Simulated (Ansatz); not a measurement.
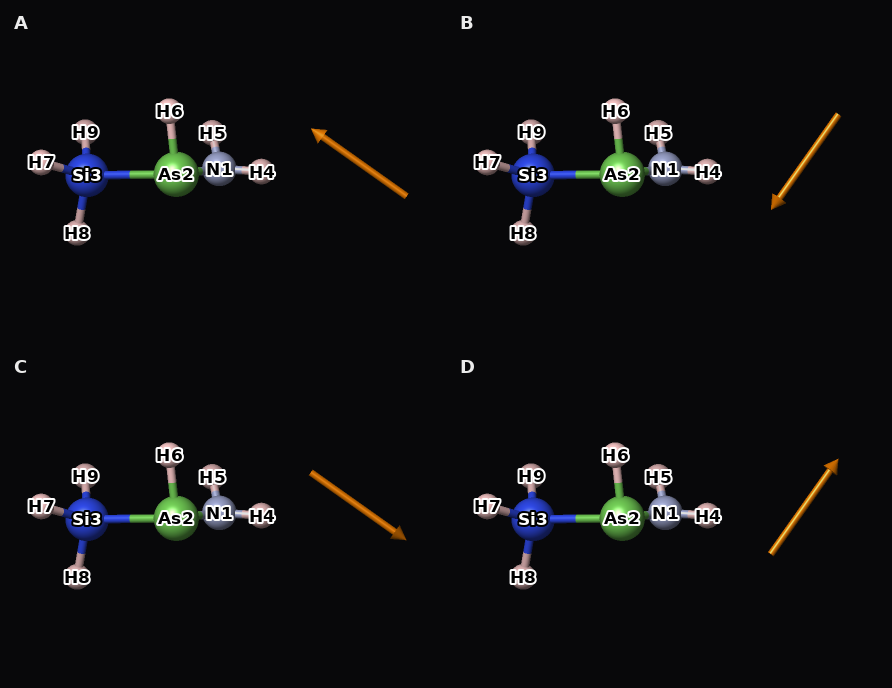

The same molecule four times, each with an arrow. The geometry was computed by an optimisation with PBE0-D4/def2-TZVP. Method: RKS PBE-D4/def2-TZVPP (Ansatz 0.2.0).

Which arrow points along the dipole moment, from the negative to the positive end?

Answer. D. The dipole moment is 1.32 D; it points from the side of H8 to the side of H4, H5 (the outermost atoms at the two ends).
